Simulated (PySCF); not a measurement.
# C₄H₈N₂Si: electronic excitations

Aim: predict the electronic excitations of C₄H₈N₂Si (`C[SiH2]/N=C(/C)C#N`).

The runs use PySCF 2.14.0, with density-fitted response routines of our own; the level of theory stands in each step. All values are computed, except where a source is named. Atoms count from 0, in the outputs and in this text.

**1. The molecule as given**

15 atoms, charge 0, multiplicity 1; geometry from: GFN2-xTB.

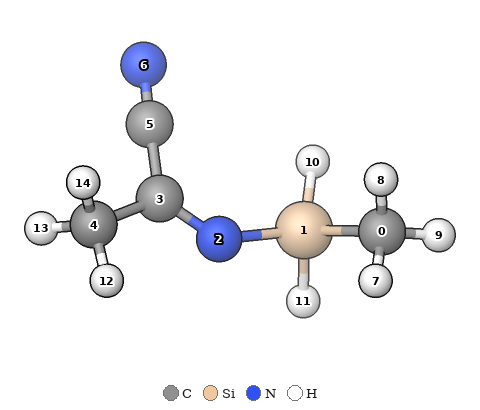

The starting geometry (carbon grey, silicon light orange, nitrogen blue, hydrogen white), atoms numbered; sticks join atoms by distance.

**2. TDDFT and polarisability: CAM-B3LYP/def2-SVPD**

The job: settings as JSON, then the geometry in Å.

```
{"job": {"kind": "uv", "xc": "CAM-B3LYP", "basis": "def2-SVPD", "nstates": 8, "ntriplets": 3}, "charge": 0, "multiplicity": 1}
C     -2.535360     0.624863    -0.289735
Si    -1.292433    -0.770911    -0.609194
N      0.245699    -0.003616    -0.501382
C      1.259809    -0.115939     0.233449
C      2.480392     0.731005     0.045698
C      1.341241    -1.060863     1.309950
N      1.371852    -1.823429     2.165269
H     -2.341691     1.477690    -0.932413
H     -2.500851     0.968917     0.739953
H     -3.543836     0.278229    -0.490220
H     -1.550032    -1.894358     0.298847
H     -1.296832    -1.204071    -2.007380
H      2.321841     1.424349    -0.775379
H      3.338566     0.094807    -0.170165
H      2.697222     1.281316     0.960792
```

Level: TDDFT CAM-B3LYP/def2-SVPD, vertical, gas phase, core orbitals frozen in the response.

Launch:

```bash
> OMP_NUM_THREADS=1 python probes_run.py task.json out
```

The driver reads the jobs from task.json and runs them one after another.

What will the session give for the following? lowest singlet (CAM-B3LYP/def2-SVPD); brightest single state of those computed; lowest triplet. Wanted: lowest singlet; brightest single state of those computed; lowest triplet.

The runs gave:

| quantity | value |
| --- | --- |
| lowest singlet (CAM-B3LYP/def2-SVPD) | 3.82 eV (324 nm), f = 0.001 |
| brightest single state of those computed | state 2, 6.30 eV, f = 0.334 |
| lowest triplet | 3.24 eV |

In words: The first singlet state (HOMO→LUMO 0.96) lies at 3.82 eV and is weak; of the 8 states computed, the strongest absorption comes from state 2 at 6.30 eV. The lowest triplet lies 0.58 eV below the lowest singlet (triplets in Tamm-Dancoff, singlets in full TDDFT).
